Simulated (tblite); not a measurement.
**Geometry relaxation, with input and output: C5H8B**

System: C5H8B, multiplicity 2, SMILES B1[C]=CCCC1.
Method: GFN2-xTB geometry optimisation, gas phase (tblite 0.8.0).

It belongs to a series of runs on one base structure; here: H removed from sp2 C.

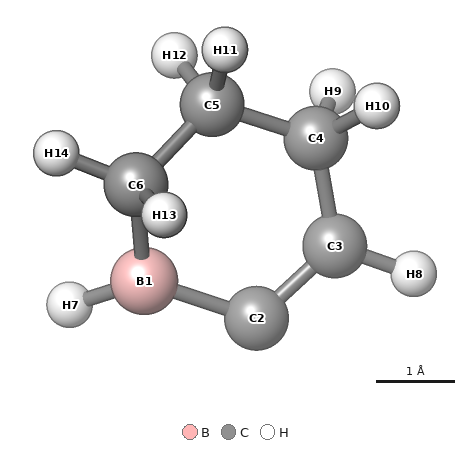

Figure 1. The structure as given in the input (ball-and-stick view, seen at a tilt; atoms are numbered from 1 in the order of the input). Bond lengths as drawn: B–C 1.55 to 1.59 Å, B–H 1.19 Å, C–C 1.37 to 1.49 Å and C–H 1.10 to 1.14 Å.

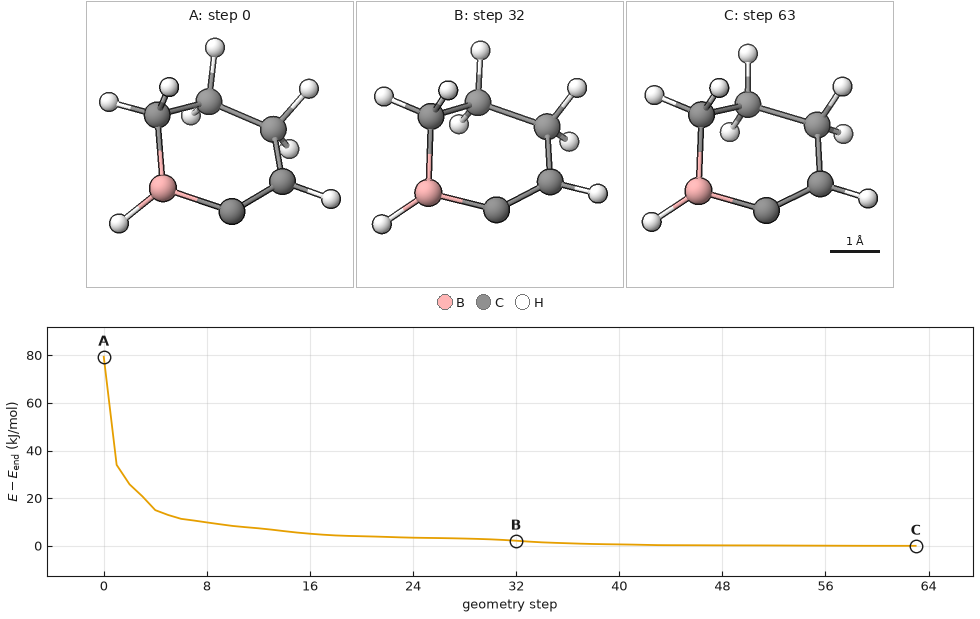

Figure 2. Frames of the relaxation (ball-and-stick view, seen at a tilt) above the curves, on which the letters mark them (steps are counted from 0).

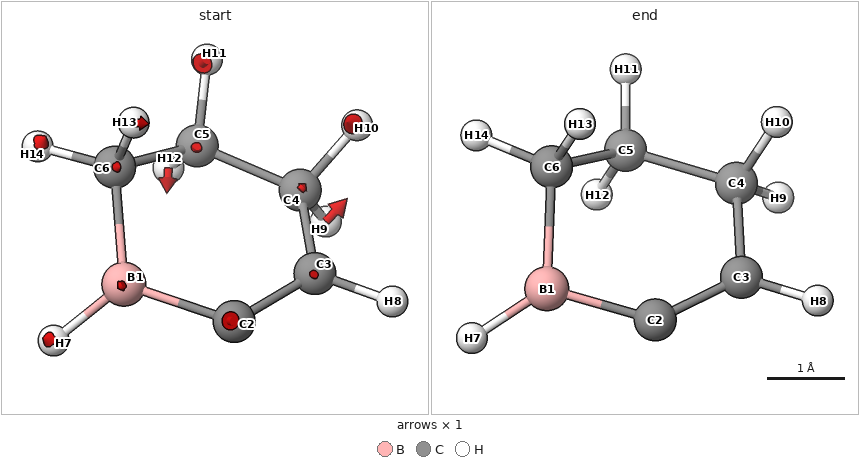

Figure 3. Before (left) and after (right) the relaxation, at one scale (ball-and-stick view, seen at a tilt). The red arrows give the displacements, at true length. After 63 geometry steps the energy has fallen by 79.3 kJ/mol. Largest force component: 3.6 eV/Å at the start, 0.007 eV/Å at the end. The largest move after the best rigid fit is that of H9, 0.43 Å. By element the largest moves are H 0.43 Å, C 0.33 Å, B 0.13 Å. Among the contacts that change: B1–C2 1.553 → 1.471 Å, C3–C4 1.448 → 1.522 Å, C2–C3 1.369 → 1.307 Å, C4–C5 1.473 → 1.532 Å. Among the angles that change: B1–C2–C3 117.7° → 133.2°, C2–B1–C6 115.5° → 104.3°, C2–C3–H8 116.5° → 125.7°. (Atoms are counted from 1 in the order of the input.)

The input and output of the run follow.

**Input file**
```
{"job": {"kind": "relax", "xc": "GFN2-xTB", "basis": "xTB"}, "charge": 0, "multiplicity": 2}
B     -0.948500     1.325800    -0.549000
C      0.552600     1.716200    -0.623500
C      1.465800     0.832500    -0.113300
C      1.073900    -0.435600     0.466200
C     -0.326200    -0.888600     0.399100
C     -1.250600    -0.233300    -0.563400
H     -1.812500     2.073100    -0.213700
H      2.523100     1.131100    -0.169000
H      1.324000    -0.353800     1.576000
H      1.749600    -1.286900     0.151100
H     -0.305200    -1.989300     0.145300
H     -0.787200    -0.844600     1.415300
H     -0.951600    -0.569800    -1.578800
H     -2.307900    -0.477300    -0.364600
```

The first line tells a small driver script what to run in tblite; the rest is the geometry in Å.

Run as:
```bash
OMP_NUM_THREADS=1 python <driver script> task.json out
```

**What the program printed**
```
step      E/eV     max force
  0    -431.75642    4.399
  1    -432.22664    2.487
  2    -432.31116    1.175
  3    -432.36368    0.740
  4    -432.42354    0.630
  5    -432.44465    0.425
  6    -432.46134    0.290
  7    -432.46876    0.230
  8    -432.47693    0.225
  9    -432.48475    0.233
 10    -432.49227    0.192
 11    -432.49759    0.189
 12    -432.50241    0.189
 13    -432.50819    0.236
 14    -432.51486    0.216
 15    -432.52104    0.201
 16    -432.52605    0.209
 17    -432.53029    0.169
 18    -432.53352    0.139
 19    -432.53558    0.116
 20    -432.53699    0.125
 21    -432.53838    0.127
 22    -432.54007    0.142
 23    -432.54191    0.134
 24    -432.54332    0.069
 25    -432.54419    0.072
 26    -432.54495    0.073
 27    -432.54590    0.096
 28    -432.54711    0.086
 29    -432.54859    0.126
 30    -432.55050    0.157
 31    -432.55313    0.162
 32    -432.55659    0.194
 33    -432.56043    0.178
 34    -432.56358    0.135
 35    -432.56569    0.118
 36    -432.56751    0.094
 37    -432.56935    0.098
 38    -432.57080    0.078
 39    -432.57176    0.075
 40    -432.57251    0.068
 41    -432.57341    0.110
 42    -432.57457    0.087
 43    -432.57567    0.057
 44    -432.57598    0.041
 45    -432.57612    0.031
 46    -432.57630    0.029
 47    -432.57653    0.034
 48    -432.57673    0.032
 49    -432.57685    0.026
 50    -432.57694    0.026
 51    -432.57706    0.026
 52    -432.57724    0.038
 53    -432.57747    0.045
 54    -432.57770    0.041
 55    -432.57787    0.029
 56    -432.57803    0.038
 57    -432.57823    0.038
 58    -432.57843    0.031
 59    -432.57857    0.023
 60    -432.57864    0.018
 61    -432.57868    0.020
 62    -432.57872    0.015
 63    -432.57874    0.010
```

**Trajectory as extended XYZ (Å, eV, eV/Å), 15 of the 64 frames kept, from step=0 to step=63**
```
14
Properties=species:S:1:pos:R:3:forces:R:3 step=0 energy=-431.75642
B    -0.9485    1.3258   -0.5490    0.3990   1.5310   0.5600
C     0.5526    1.7162   -0.6235   -0.2070  -3.1050   1.2490
C     1.4658    0.8325   -0.1133   -0.7900   3.6110  -2.3850
C     1.0739   -0.4356    0.4662    2.4040  -1.4950   2.2960
C    -0.3262   -0.8886    0.3991   -1.6010  -2.5010   1.0920
C    -1.2506   -0.2333   -0.5634   -0.0280   0.8350  -1.7060
H    -1.8125    2.0731   -0.2137    0.3230  -0.0670  -0.3500
H     2.5231    1.1311   -0.1690   -0.3310  -0.4860   0.2860
H     1.3240   -0.3538    1.5760    0.0130  -0.0230  -0.8280
H     1.7496   -1.2869    0.1511   -0.3180   0.9730  -0.1480
H    -0.3052   -1.9893    0.1453   -0.1060   0.7170   0.3250
H    -0.7872   -0.8446    1.4153    0.2140   0.1020  -0.5170
H    -0.9516   -0.5698   -1.5788   -0.5200  -0.0810   0.3230
H    -2.3079   -0.4773   -0.3646    0.5490  -0.0110  -0.1980
14
Properties=species:S:1:pos:R:3:forces:R:3 step=4 energy=-432.42354
B    -0.9646    1.3789   -0.5154   -0.1820  -0.3030  -0.0390
C     0.4818    1.6062   -0.5868    0.1010   0.0670   0.0760
C     1.4655    0.8666   -0.1607    0.1730  -0.2880   0.2160
C     1.1187   -0.4559    0.5262    0.1760  -0.1350   0.1690
C    -0.3411   -0.9310    0.4195   -0.0180  -0.0730   0.0460
C    -1.2277   -0.1982   -0.6038    0.0600  -0.2370  -0.0850
H    -1.8076    2.1000   -0.2306   -0.3600   0.5150   0.0460
H     2.5255    1.1124   -0.1668   -0.2100  -0.1100  -0.1960
H     1.3529   -0.3466    1.5876    0.2020  -0.0080   0.0230
H     1.7676   -1.2419    0.1250    0.1310   0.2290  -0.0420
H    -0.3235   -1.9988    0.1592   -0.0870   0.1800   0.1280
H    -0.7994   -0.8413    1.4112   -0.0370   0.0250  -0.1640
H    -0.9815   -0.5846   -1.5940   -0.0260   0.0680  -0.0670
H    -2.2672   -0.4664   -0.3927    0.0760   0.0700  -0.1120
14
Properties=species:S:1:pos:R:3:forces:R:3 step=9 energy=-432.48475
B    -0.9977    1.3821   -0.5048   -0.0240   0.1060   0.0460
C     0.4616    1.5864   -0.5465   -0.0760  -0.0500   0.1830
C     1.4529    0.8422   -0.1350   -0.1530   0.1190  -0.0710
C     1.1379   -0.4757    0.5556   -0.0480   0.1050  -0.1050
C    -0.3313   -0.9335    0.4246   -0.0150   0.0770  -0.0420
C    -1.2152   -0.2126   -0.6187    0.0020   0.1920   0.0280
H    -1.8355    2.1646   -0.2462    0.1100  -0.1580  -0.1310
H     2.5032    1.0839   -0.2147    0.0370  -0.0390  -0.1100
H     1.4036   -0.3593    1.6082    0.0110  -0.1410   0.0510
H     1.8110   -1.2124    0.1138    0.0100  -0.0890   0.0320
H    -0.3375   -1.9948    0.1855    0.0370  -0.1670   0.0100
H    -0.8163   -0.8268    1.3938   -0.0280   0.0940   0.0990
H    -0.9787   -0.5779   -1.6201    0.0710   0.0480   0.0510
H    -2.2587   -0.4667   -0.4177    0.0660  -0.0980  -0.0390
14
Properties=species:S:1:pos:R:3:forces:R:3 step=14 energy=-432.51486
B    -1.0200    1.3958   -0.4876    0.0460   0.0270   0.0900
C     0.4300    1.5996   -0.4612    0.0650   0.0590  -0.0050
C     1.4367    0.8437   -0.1256    0.1100  -0.0860   0.0330
C     1.1438   -0.4797    0.5571    0.0300  -0.1330   0.0710
C    -0.3321   -0.9277    0.4300    0.0500  -0.0290   0.0960
C    -1.2031   -0.1966   -0.6166    0.0450  -0.1740   0.0100
H    -1.8558    2.1776   -0.3010   -0.2070   0.0380  -0.0470
H     2.4836    1.0529   -0.2986   -0.0030   0.0430  -0.0270
H     1.4276   -0.4201    1.6147   -0.0980   0.0820  -0.0480
H     1.8237   -1.2166    0.1184   -0.1150  -0.0290  -0.1360
H    -0.3366   -2.0046    0.2151   -0.0610   0.1810   0.0450
H    -0.8229   -0.7831    1.3971    0.0720  -0.0280  -0.0170
H    -0.9391   -0.5411   -1.6161    0.1180   0.0360  -0.0640
H    -2.2366   -0.5005   -0.4479   -0.0530   0.0120  -0.0010
14
Properties=species:S:1:pos:R:3:forces:R:3 step=18 energy=-432.53352
B    -1.0266    1.4065   -0.4563   -0.0200  -0.0040   0.0100
C     0.4257    1.6093   -0.4033   -0.0260  -0.0410  -0.0070
C     1.4401    0.8352   -0.1227   -0.0710   0.0350   0.0390
C     1.1482   -0.4928    0.5565    0.0090   0.0240  -0.0520
C    -0.3281   -0.9209    0.4455   -0.0490   0.0390  -0.0430
C    -1.1857   -0.2002   -0.6108   -0.0220   0.1330  -0.0320
H    -1.9021    2.1747   -0.3489    0.0540  -0.1060  -0.0130
H     2.4768    1.0451   -0.3517   -0.0260  -0.0200   0.0400
H     1.4191   -0.4437    1.6132    0.1030   0.0620   0.0170
H     1.8007   -1.2336    0.0921    0.0190  -0.0520  -0.0680
H    -0.3478   -1.9913    0.2404   -0.0530  -0.0950   0.0370
H    -0.8121   -0.7591    1.4091   -0.0080  -0.0030   0.0680
H    -0.8883   -0.5093   -1.6151    0.0680  -0.0060   0.0380
H    -2.2206   -0.5204   -0.4701    0.0220   0.0350  -0.0360
14
Properties=species:S:1:pos:R:3:forces:R:3 step=22 energy=-432.54007
B    -1.0317    1.4088   -0.4443    0.0200  -0.0030  -0.0430
C     0.4176    1.6102   -0.3809   -0.0010   0.0620  -0.0090
C     1.4335    0.8348   -0.1153    0.0150  -0.0330  -0.0360
C     1.1504   -0.4997    0.5517   -0.0240  -0.0270   0.0140
C    -0.3332   -0.9172    0.4511    0.0290  -0.0460   0.0740
C    -1.1790   -0.1888   -0.6118    0.0430  -0.1290   0.0400
H    -1.9166    2.1594   -0.3693   -0.0410   0.0360   0.0340
H     2.4667    1.0381   -0.3642   -0.0110   0.0120   0.0540
H     1.4381   -0.4434    1.6074    0.0520  -0.0440  -0.0900
H     1.7924   -1.2444    0.0702   -0.0340   0.0550   0.0180
H    -0.3653   -1.9946    0.2593   -0.0370   0.0610   0.0140
H    -0.8080   -0.7488    1.4212   -0.0050   0.0260  -0.0240
H    -0.8542   -0.4958   -1.6077    0.0230   0.0050   0.0040
H    -2.2114   -0.5192   -0.4895   -0.0300   0.0240  -0.0490
14
Properties=species:S:1:pos:R:3:forces:R:3 step=27 energy=-432.54590
B    -1.0333    1.4089   -0.4453   -0.0350  -0.0280   0.0020
C     0.4145    1.6212   -0.3732    0.0020  -0.0350  -0.0240
C     1.4242    0.8322   -0.1192    0.0030   0.0380   0.0270
C     1.1467   -0.5058    0.5442    0.0000   0.0080  -0.0200
C    -0.3365   -0.9183    0.4683   -0.0470   0.0470  -0.0400
C    -1.1686   -0.1959   -0.6081   -0.0290   0.0830  -0.0380
H    -1.9315    2.1482   -0.3719    0.0260   0.0030   0.0230
H     2.4599    1.0391   -0.3497    0.0200   0.0180   0.0140
H     1.4707   -0.4530    1.5865   -0.0070  -0.0520   0.0310
H     1.7783   -1.2456    0.0475   -0.0040  -0.0160  -0.0540
H    -0.3889   -1.9933    0.2808    0.0250  -0.0170   0.0490
H    -0.8087   -0.7329    1.4350   -0.0020   0.0360   0.0110
H    -0.8179   -0.4917   -1.5991   -0.0010  -0.0390   0.0250
H    -2.2095   -0.5135   -0.5180    0.0500  -0.0480  -0.0050
14
Properties=species:S:1:pos:R:3:forces:R:3 step=32 energy=-432.55659
B    -1.0451    1.4058   -0.4492    0.0650  -0.0130  -0.0390
C     0.4071    1.6249   -0.3841   -0.0360  -0.0340   0.0310
C     1.4188    0.8452   -0.1100    0.0300  -0.0430   0.1160
C     1.1403   -0.5133    0.5227    0.0160  -0.0060   0.0290
C    -0.3542   -0.8937    0.4913    0.1180  -0.0430   0.0430
C    -1.1609   -0.1944   -0.6210    0.0450  -0.1840   0.0400
H    -1.9460    2.1403   -0.3499    0.0510  -0.0200   0.0170
H     2.4624    1.0641   -0.3020   -0.0670   0.0080  -0.0020
H     1.5131   -0.5242    1.5542   -0.0460   0.0200  -0.0920
H     1.7342   -1.2471   -0.0358   -0.0830   0.0780  -0.0090
H    -0.4158   -1.9797    0.3563   -0.0510   0.0910   0.0070
H    -0.8119   -0.6663    1.4599    0.0440   0.0810  -0.1060
H    -0.7515   -0.5161   -1.5801   -0.0280   0.0570  -0.0550
H    -2.1911   -0.5461   -0.5747   -0.0600   0.0080   0.0200
14
Properties=species:S:1:pos:R:3:forces:R:3 step=36 energy=-432.56751
B    -1.0522    1.3905   -0.4601   -0.0020  -0.0550   0.0190
C     0.3954    1.6178   -0.3777    0.0320   0.0350   0.0680
C     1.4120    0.8560   -0.0740   -0.0180   0.0110  -0.0580
C     1.1356   -0.5229    0.5036   -0.0140  -0.0080  -0.0050
C    -0.3578   -0.8706    0.5165   -0.0620   0.0020  -0.0340
C    -1.1460   -0.2168   -0.6318   -0.0130   0.0540  -0.0550
H    -1.9482    2.1261   -0.3277    0.0180  -0.0600  -0.0250
H     2.4511    1.0900   -0.2584    0.0330   0.0180   0.0390
H     1.5546   -0.6014    1.5080    0.0260   0.0060   0.0670
H     1.6741   -1.2333   -0.1301    0.0260   0.0010  -0.0340
H    -0.4541   -1.9550    0.4450   -0.0150  -0.0800   0.0130
H    -0.8050   -0.5694    1.4657    0.0240   0.0810   0.0220
H    -0.6864   -0.5283   -1.5703   -0.0490  -0.0070  -0.0800
H    -2.1738   -0.5830   -0.6308    0.0150   0.0020   0.0640
14
Properties=species:S:1:pos:R:3:forces:R:3 step=40 energy=-432.57251
B    -1.0462    1.3772   -0.4632    0.0090   0.0420   0.0090
C     0.3995    1.6198   -0.3732   -0.0020   0.0130   0.0160
C     1.4152    0.8580   -0.0711    0.0190   0.0020   0.0270
C     1.1344   -0.5241    0.5017    0.0180   0.0000  -0.0340
C    -0.3607   -0.8695    0.5114    0.0480   0.0120  -0.0090
C    -1.1481   -0.2225   -0.6430    0.0080  -0.0200   0.0220
H    -1.9366    2.1129   -0.3206   -0.0640  -0.0090  -0.0220
H     2.4561    1.1010   -0.2361    0.0160  -0.0100   0.0330
H     1.5533   -0.6071    1.5093   -0.0010  -0.0130  -0.0570
H     1.6692   -1.2253   -0.1452    0.0460  -0.0340   0.0200
H    -0.4601   -1.9579    0.4562   -0.0190   0.0440   0.0410
H    -0.7975   -0.5400    1.4580   -0.0180  -0.0110  -0.0390
H    -0.7039   -0.5357   -1.5899   -0.0460  -0.0290   0.0080
H    -2.1753   -0.5874   -0.6164   -0.0150   0.0140  -0.0140
14
Properties=species:S:1:pos:R:3:forces:R:3 step=45 energy=-432.57612
B    -1.0445    1.3733   -0.4637   -0.0100  -0.0050  -0.0140
C     0.4003    1.6249   -0.3589   -0.0070  -0.0140   0.0040
C     1.4178    0.8630   -0.0589   -0.0030  -0.0030   0.0050
C     1.1377   -0.5304    0.4860   -0.0040  -0.0050   0.0030
C    -0.3589   -0.8606    0.5122   -0.0080   0.0080  -0.0070
C    -1.1447   -0.2285   -0.6503   -0.0100   0.0120  -0.0030
H    -1.9495    2.0935   -0.3218   -0.0080   0.0010  -0.0220
H     2.4611    1.1113   -0.2006   -0.0010   0.0090   0.0110
H     1.5687   -0.6324    1.4850    0.0100  -0.0180   0.0140
H     1.6641   -1.2266   -0.1741    0.0030  -0.0050  -0.0100
H    -0.4795   -1.9468    0.4966    0.0220  -0.0050  -0.0200
H    -0.7927   -0.4987    1.4478    0.0210   0.0100   0.0120
H    -0.7077   -0.5505   -1.5972    0.0060  -0.0080   0.0120
H    -2.1729   -0.5919   -0.6242   -0.0110   0.0240   0.0160
14
Properties=species:S:1:pos:R:3:forces:R:3 step=50 energy=-432.57694
B    -1.0460    1.3737   -0.4684    0.0090   0.0080   0.0000
C     0.3986    1.6220   -0.3544    0.0040   0.0130  -0.0050
C     1.4182    0.8624   -0.0547   -0.0040   0.0040   0.0080
C     1.1399   -0.5330    0.4848    0.0060   0.0050   0.0020
C    -0.3577   -0.8590    0.5103    0.0110  -0.0080   0.0120
C    -1.1470   -0.2272   -0.6501    0.0090  -0.0040   0.0130
H    -1.9551    2.0907   -0.3333    0.0120   0.0090  -0.0210
H     2.4613    1.1151   -0.1919   -0.0120   0.0060   0.0020
H     1.5706   -0.6402    1.4842   -0.0010  -0.0100  -0.0060
H     1.6668   -1.2283   -0.1769   -0.0100   0.0120  -0.0090
H    -0.4746   -1.9455    0.4926   -0.0140  -0.0040   0.0040
H    -0.7848   -0.4934    1.4477   -0.0020  -0.0210   0.0040
H    -0.7131   -0.5558   -1.5957   -0.0130  -0.0040  -0.0070
H    -2.1779   -0.5821   -0.6163    0.0050  -0.0080   0.0050
14
Properties=species:S:1:pos:R:3:forces:R:3 step=54 energy=-432.57770
B    -1.0451    1.3744   -0.4738    0.0070   0.0120  -0.0010
C     0.3981    1.6268   -0.3509    0.0070  -0.0260   0.0170
C     1.4150    0.8652   -0.0456    0.0140   0.0030   0.0030
C     1.1418   -0.5359    0.4836   -0.0060   0.0270  -0.0160
C    -0.3550   -0.8598    0.5135   -0.0060   0.0040  -0.0040
C    -1.1446   -0.2273   -0.6459   -0.0180   0.0010  -0.0030
H    -1.9559    2.0920   -0.3566    0.0060   0.0100  -0.0160
H     2.4568    1.1239   -0.1803    0.0100  -0.0070   0.0110
H     1.5774   -0.6580    1.4792    0.0080   0.0090  -0.0180
H     1.6618   -1.2237   -0.1912    0.0050   0.0130  -0.0060
H    -0.4781   -1.9451    0.4959    0.0030  -0.0230   0.0050
H    -0.7769   -0.4936    1.4523   -0.0230  -0.0050   0.0130
H    -0.7197   -0.5621   -1.5933    0.0170   0.0050  -0.0040
H    -2.1764   -0.5773   -0.6092   -0.0260  -0.0230   0.0210
14
Properties=species:S:1:pos:R:3:forces:R:3 step=58 energy=-432.57843
B    -1.0428    1.3763   -0.4806   -0.0150  -0.0260   0.0030
C     0.3994    1.6269   -0.3479   -0.0090   0.0190   0.0040
C     1.4167    0.8685   -0.0375   -0.0020   0.0000  -0.0060
C     1.1425   -0.5345    0.4813   -0.0010  -0.0300   0.0080
C    -0.3543   -0.8618    0.5137   -0.0050  -0.0050   0.0060
C    -1.1491   -0.2279   -0.6424   -0.0050  -0.0100   0.0110
H    -1.9520    2.0987   -0.3805    0.0070   0.0060  -0.0090
H     2.4580    1.1301   -0.1663    0.0250  -0.0070   0.0070
H     1.5828   -0.6675    1.4732    0.0020   0.0150   0.0020
H     1.6627   -1.2153   -0.2005   -0.0090   0.0010  -0.0140
H    -0.4761   -1.9489    0.4941    0.0170   0.0250  -0.0040
H    -0.7758   -0.5013    1.4561   -0.0030   0.0000  -0.0190
H    -0.7305   -0.5679   -1.5920   -0.0110   0.0130   0.0210
H    -2.1822   -0.5758   -0.5928    0.0090   0.0000  -0.0100
14
Properties=species:S:1:pos:R:3:forces:R:3 step=63 energy=-432.57874
B    -1.0433    1.3744   -0.4813    0.0030   0.0050   0.0050
C     0.3986    1.6293   -0.3424    0.0030  -0.0020  -0.0010
C     1.4163    0.8700   -0.0342    0.0000  -0.0010   0.0030
C     1.1426   -0.5360    0.4793   -0.0050   0.0060  -0.0020
C    -0.3539   -0.8619    0.5161   -0.0030   0.0020  -0.0030
C    -1.1502   -0.2289   -0.6384   -0.0010   0.0020  -0.0050
H    -1.9511    2.1004   -0.3959   -0.0020   0.0020  -0.0010
H     2.4592    1.1310   -0.1586   -0.0050  -0.0050   0.0030
H     1.5877   -0.6727    1.4684    0.0040   0.0020  -0.0030
H     1.6575   -1.2124   -0.2111   -0.0020  -0.0020   0.0030
H    -0.4747   -1.9481    0.4965    0.0070  -0.0070   0.0010
H    -0.7751   -0.5006    1.4576    0.0030   0.0020   0.0060
H    -0.7316   -0.5675   -1.5878   -0.0010  -0.0020  -0.0050
H    -2.1828   -0.5774   -0.5905    0.0000  -0.0030   0.0000
```

**Summary**

| quantity | value |
| --- | --- |
| outcome | converged |
| total energy | −432.5787 eV |
| hardware | 1 CPU thread, shared host |
| peak memory | 0.18 GiB |
